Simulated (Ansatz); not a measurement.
# BrH2NSi (SMILES N[Si]Br): what the fields show

Input file:

```
crystal:
  periodic: [false, false, false]
  atoms:
    - {symbol: Br, position_ang: [0.255318, 1.037766, -1.667149]}
    - {symbol: N, position_ang: [-0.416040, 0.047993, 1.155555]}
    - {symbol: Si, position_ang: [-0.726135, 1.538934, 0.374205]}
    - {symbol: H, position_ang: [-0.714663, -0.110662, 2.109567]}
    - {symbol: H, position_ang: [0.061080, -0.751921, 0.758852]}
basis:
  gaussian:
    orbitals: def2-TZVPD
hamiltonian:
  xc: {name: PBE0}
output: {forces: true, orbitals: {seedname: orbitals}}
```

Launched as:

```sh
ansatz run input.yaml --threads 2 --pin off --max-ram 4350MiB --events-out events.jsonl --progress --plain --runs-dir runs
```

Geometry: B3LYP-D3(BJ)/6-311G**.

The calculation used Ansatz 0.2.0, isolated molecule in a Gaussian basis; Kohn-Sham density functional theory, functional PBE0.

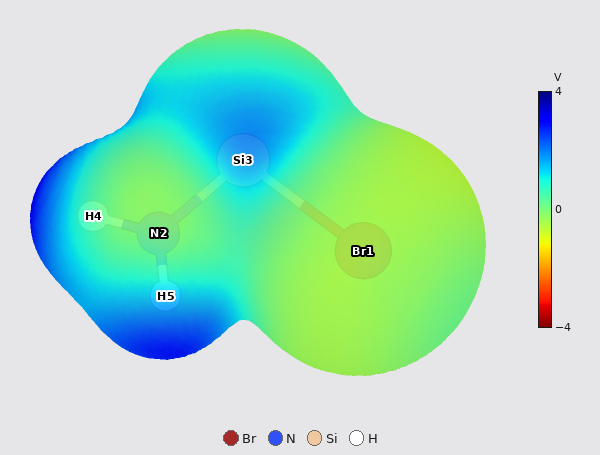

Figure 1. The molecular electrostatic potential painted on the density surface at 0.004 e/bohr³, seen at a tilt; red is negative and blue positive.

Q: Which sites attract a positive test charge, and which a negative one?

A: A positive charge is drawn to the negative regions and a negative charge to the positive ones. The most negative region (about −0.6 V, or −14 kcal/mol for a unit charge) lies over Br1, the most positive (about +3.2 V, or +74 kcal/mol for a unit charge) over H4. Br1 shows a σ-hole: about +0.1 V at the tip opposite its bond, against about −0.5 V, or −12 kcal/mol for a unit charge on its flanks.

Q: What dipole moment does the calculation give?

A: Its dipole moment is 2.95 D.

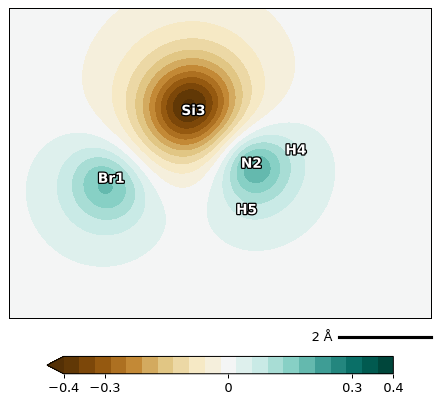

Figure 2. The LUMO on a plane 0.8 Å above the molecular plane (values in Å⁻³ᐟ²; the overall sign is arbitrary).

Q: What is the character of this orbital?

A: It lies mainly on Si3 (about 75 %), N2 (about 10 %) and Br1 (about 10 %); it changes sign across the molecular plane (π type). Its energy is −1.84 eV.

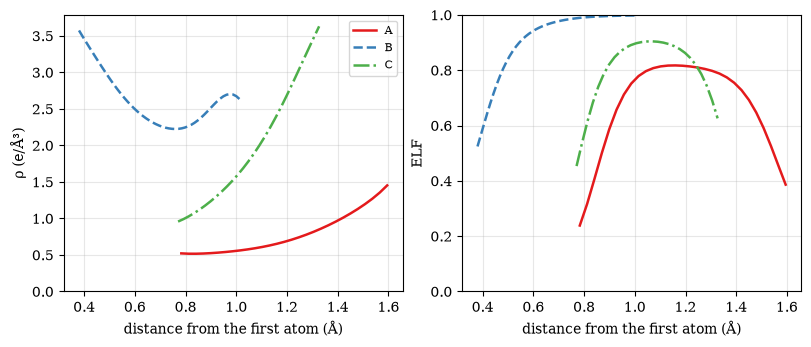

Figure 3. Electron density and electron localisation function along straight lines between neighbouring atoms. The curves leave out the atomic cores.

Q: Which curve belongs to which contact (N–H, Si–Br and Si–N)? The first atom named is at distance zero.

A: Curve A: Si–Br (2.32 Å): ρ is about 0.65 e/Å³ halfway, with its minimum of 0.52 e/Å³ about 0.8 Å from Si; the ELF peaks at about 0.80 between the atoms; a shared but strongly polarised pair. Curve B: N–H (1.01 Å): ρ at the midpoint is about 2.9 e/Å³; the ELF climbs to about 1 towards the hydrogen, as it does in any bond to H; a covalent bond by its length. Curve C: Si–N (1.71 Å): ρ is about 1.1 e/Å³ halfway; the ELF peaks at about 0.90 between the atoms: a polar covalent bond.
